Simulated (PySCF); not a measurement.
**C4H15NOSi3: density, localisation and related maps**

```yaml
atoms:
  - { symbol: C, position_ang: [3.0628, 1.6515, 0.2347] }
  - { symbol: C, position_ang: [2.1126, 0.7392, 0.3562] }
  - { symbol: Si, position_ang: [1.6621, -0.5234, -0.9666] }
  - { symbol: N, position_ang: [0.1322, -1.2818, -0.5761] }
  - { symbol: Si, position_ang: [-0.0431, -2.9384, -0.0991] }
  - { symbol: Si, position_ang: [-1.2855, -0.2907, -0.5701] }
  - { symbol: C, position_ang: [-2.2379, -0.3634, 1.0709] }
  - { symbol: O, position_ang: [-0.6283, 1.1710, -0.8493] }
  - { symbol: C, position_ang: [-1.2986, 2.3889, -0.9203] }
  - { symbol: H, position_ang: [3.6655, 1.7199, -0.6565] }
  - { symbol: H, position_ang: [3.2898, 2.3710, 1.0084] }
  - { symbol: H, position_ang: [1.5343, 0.7200, 1.2727] }
  - { symbol: H, position_ang: [2.6499, -1.6108, -0.9771] }
  - { symbol: H, position_ang: [1.5751, 0.0795, -2.2989] }
  - { symbol: H, position_ang: [-0.0499, -3.0512, 1.3652] }
  - { symbol: H, position_ang: [-1.3230, -3.4178, -0.6228] }
  - { symbol: H, position_ang: [1.0706, -3.6932, -0.6647] }
  - { symbol: H, position_ang: [-2.1826, -0.6637, -1.6769] }
  - { symbol: H, position_ang: [-1.6188, -0.0427, 1.9055] }
  - { symbol: H, position_ang: [-2.5692, -1.3750, 1.2807] }
  - { symbol: H, position_ang: [-3.1189, 0.2731, 1.0501] }
  - { symbol: H, position_ang: [-1.8799, 2.5723, -0.0134] }
  - { symbol: H, position_ang: [-0.5534, 3.1768, -1.0349] }
  - { symbol: H, position_ang: [-1.9774, 2.4087, -1.7766] }
```

Geometry: GFN2-xTB.

Computed with PBE0/pcSseg-1, SCF density, gas phase, non-relativistic in PySCF 2.14.0.

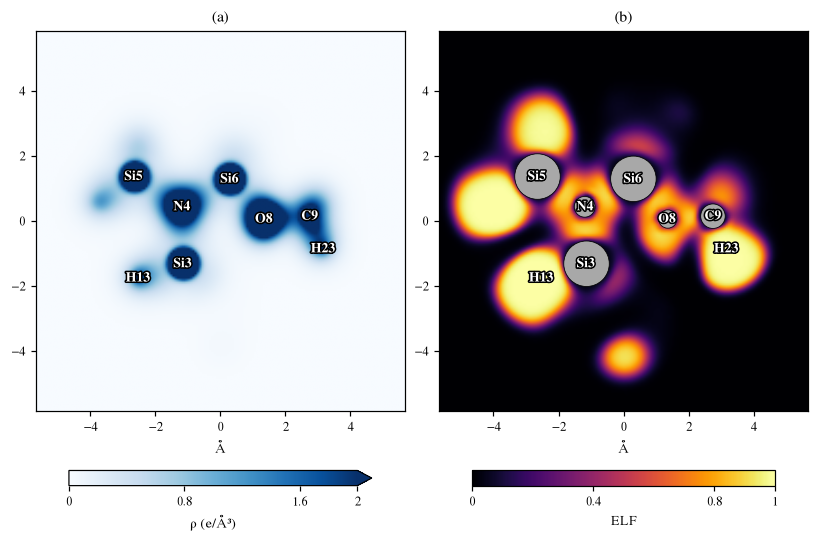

Figure 1. (a) total electron density; (b) ELF on the plane of atoms N4, Si3 and H13. Grey discs cover the atomic cores in the ELF map.

What do the fields say about this system?

Answer.
- The section cuts through Si, N, O, C and H sites.
- C–O (1.39 Å): ρ at the midpoint is about 2.1 e/Å³, with its minimum of 1.8 e/Å³ about 0.5 Å from C; the ELF peaks at about 0.90 between the atoms: a shared but strongly polarised pair.
- Si–O (1.63 Å): ρ at the midpoint is about 1.2 e/Å³; the ELF peaks at about 0.85 between the atoms: a polar covalent bond.
- Si–N (1.73 Å): ρ at the midpoint is about 1.1 e/Å³; the ELF peaks at about 0.90 between the atoms: a polar covalent bond.
- C–H (1.09 Å): the density is about 2 e/Å³ at the midpoint; the ELF climbs to about 1 towards the hydrogen, as it does in any bond to H (a covalent bond by its length).
- Si–H (1.47 Å): ρ is about 0.81 e/Å³ halfway; the ELF climbs to about 1 towards the hydrogen.

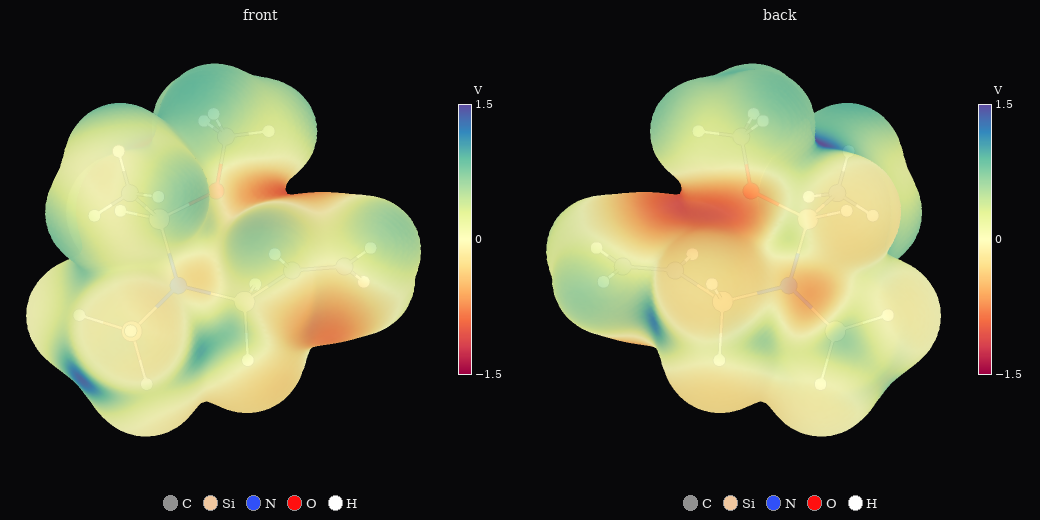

Figure 2. The molecular electrostatic potential painted on the density surface at 0.002 e/bohr³, seen from the front and from behind; the colour scale runs from red (negative) to blue (positive).

Describe the electrostatic potential map.

Answer. The most negative region (about −1.0 V, or −23 kcal/mol for a unit charge) lies over C2 and O8, the most positive (about +1.3 V, or +30 kcal/mol for a unit charge) over Si5 and Si6.

How polar is the molecule by this calculation?

Answer. Its dipole moment is 2.10 D.
